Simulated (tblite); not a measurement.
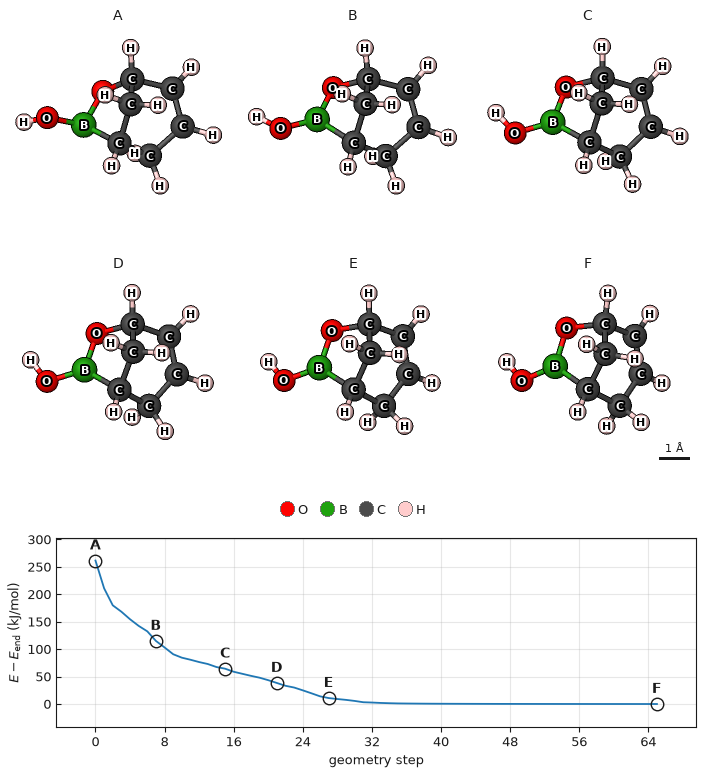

Frames of a relaxation of C6H9BO2, marked on the history of the run. Style: ball-and-stick. Shown at a tilt.

All numbers below come from GFN2-xTB geometry optimisation, gas phase (tblite). 

Question: Describe the path.

Answer: The energy falls by 261.6 kJ/mol in 65 geometry steps. The largest move after the best rigid fit is that of an H atom, 1.44 Å. By element the largest moves are H 1.44 Å, O 1.27 Å, C 0.59 Å, B 0.28 Å. Some distances before and after: B–O 1.487 → 1.340 Å, B–O 1.458 → 1.370 Å, C–O 1.374 → 1.433 Å, C–H 1.121 → 1.093 Å. Bond angles that change, for instance: O–B–C 115.7° → 128.1°, O–B–C 100.7° → 108.6°, C–C–C 116.4° → 123.2°. Groups turn about C–C by about 60°, C–C by about 45°, C–C by about 25°. Cost: 1.4 s on 1 thread of Intel(R) Xeon(R) Processor @ 2.50GHz, on a shared host. From step 0 to 7: an O atom moves most (0.42 Å), energy −146.6 kJ/mol. From step 7 to 15: an O atom moves most (0.38 Å), energy −50.5 kJ/mol. From step 15 to 21: an H atom moves most (0.37 Å), energy −26.1 kJ/mol. From step 21 to 27: an H atom moves most (0.50 Å), energy −27.5 kJ/mol. From step 27 to 65: an H atom moves most (0.25 Å), energy −10.8 kJ/mol.

```
step  E − E(0), kJ/mol
   0              0.00
   1            -50.64
   2            -81.64
   3            -93.31
   4           -107.03
   5           -119.14
   6           -129.08
   7           -146.60
   8           -158.47
   9           -170.87
  10           -177.11
  13           -188.65
  16           -202.77
  19           -213.62
  22           -228.37
  24           -236.67
  27           -250.75
  30           -255.96
  33           -259.62
  36           -260.68
  39           -261.04
  42           -261.21
  45           -261.34
  48           -261.42
  51           -261.48
  53           -261.50
  56           -261.54
  59           -261.56
  62           -261.58
  65           -261.59
```
